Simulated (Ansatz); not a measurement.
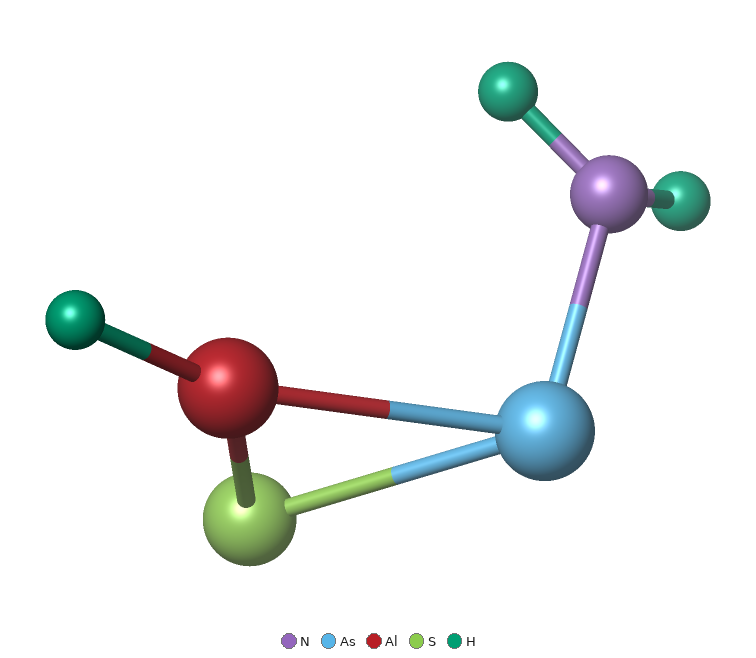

A ball-and-stick model of a molecule.

The computed structure is the end point of a PBE0-D4/def2-TZVP optimisation.

Description:

The molecule is AlAsH3NS. As SMILES it reads `N[As]1[AlH][S]1`. The point group is C1. Coordination, clear cases only: 1 As trigonal pyramidal.

The parts below concern this one geometry. Atoms keep their numbers from picture to picture.

Shape

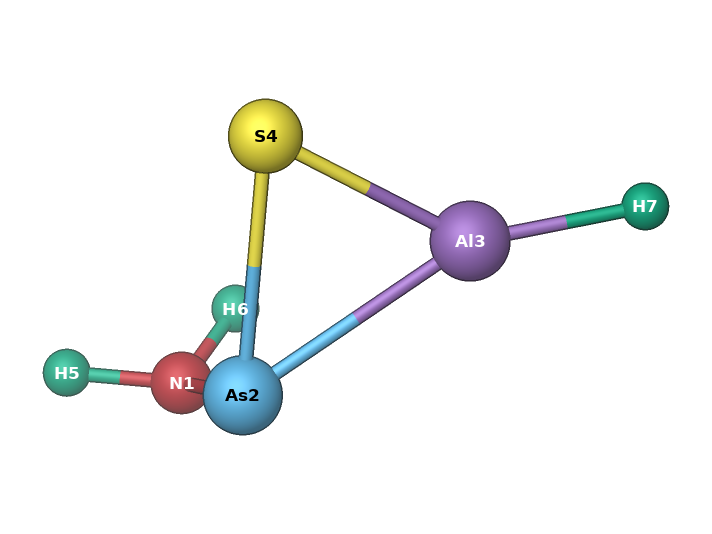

N1 lies behind As2. The molecule seen a little off the As2–N1 bond, As2 in front. Atoms fade into the background with distance from the viewer.

**What is the torsion angle S4–As2–N1–H5? The sign is positive where the front bond must turn clockwise to cover the back bond.**

−85°, about perpendicular.

Vibrations

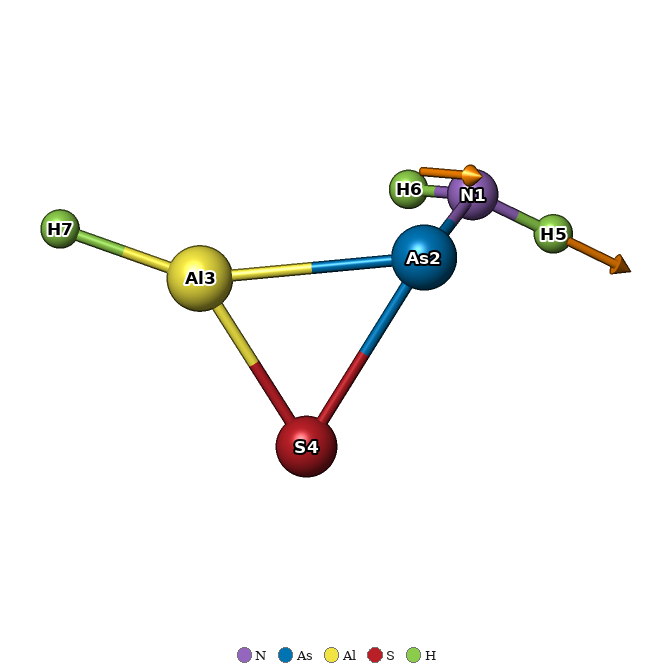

The arrows show one normal mode. Harmonic vibrations computed with RKS PBE0-D4/def2-TZVP (Ansatz 0.2.0) at a stationary point of the same level.

**Describe the motion.**

Mostly out-of-phase stretching of 2 N–H bonds.

**At what wavenumber does it lie?**

3658 cm⁻¹; it is mode 15 of 15 counted from the lowest.

Electronic properties

Level of theory: RKS revPBE-D4/def2-TZVPP (Ansatz 0.2.0).

**What is the HOMO–LUMO gap?**

3.03 eV.

**Give the dispersion correction at this level.**

−49.2 kJ/mol.

**Give the HOMO energy (Kohn–Sham orbital) at this level.**

−5.33 eV.

Thermal motion

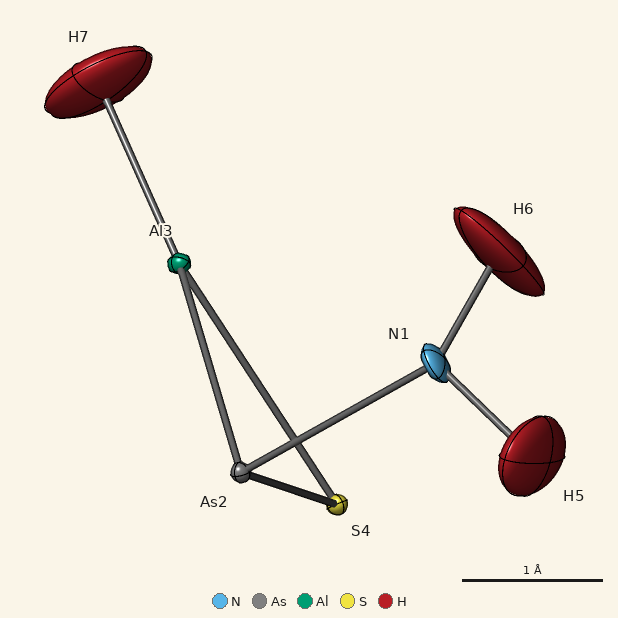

Displacement ellipsoids at the 50 % level, from the internal vibrations of the free molecule (harmonic, no overall translation or rotation; no half-axis is drawn under 0.075 Å). Vibrations computed with RKS PBE0-D4/def2-TZVP (Ansatz 0.2.0). Temperature: 400 K.

**Which atom moves most?**

H6, with U_eq = 0.0528 Å².

**Does H6 move more along its bond or across it?**

Across it: the root-mean-square amplitude is 0.107 Å along the bond and up to 0.332 Å across, since bending and torsion are softer than stretching.

List U_eq and the three principal root-mean-square amplitudes for each kind of atom.

```csv
atom,U_eq (Å²),rms amplitudes (Å)
N1,0.0075,"0.042, 0.100, 0.103"
As2,0.00068,"0.021, 0.026, 0.031"
Al3,0.0023,"0.035, 0.042, 0.063"
S4,0.0022,"0.027, 0.042, 0.065"
H5,0.0418,"0.097, 0.193, 0.281"
H6,0.0528,"0.090, 0.200, 0.332"
H7,0.0470,"0.100, 0.224, 0.284"
```

Charges

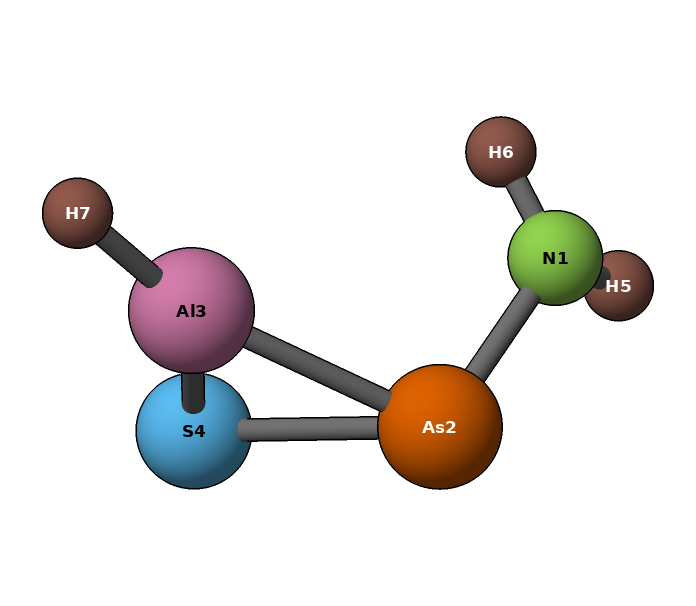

The questions are on Mulliken charges. Properties computed with RKS PBE-D4/def2-TZVPP (Ansatz 0.2.0).

Give the Mulliken charges atom by atom.

| atom | value (e) |
| --- | --- |
| N1 | −0.37 |
| As2 | 0.16 |
| Al3 | 0.26 |
| S4 | −0.29 |
| H5 | 0.16 |
| H6 | 0.15 |
| H7 | −0.06 |

Mulliken values depend strongly on the basis set and can even reverse the polarity of a bond.
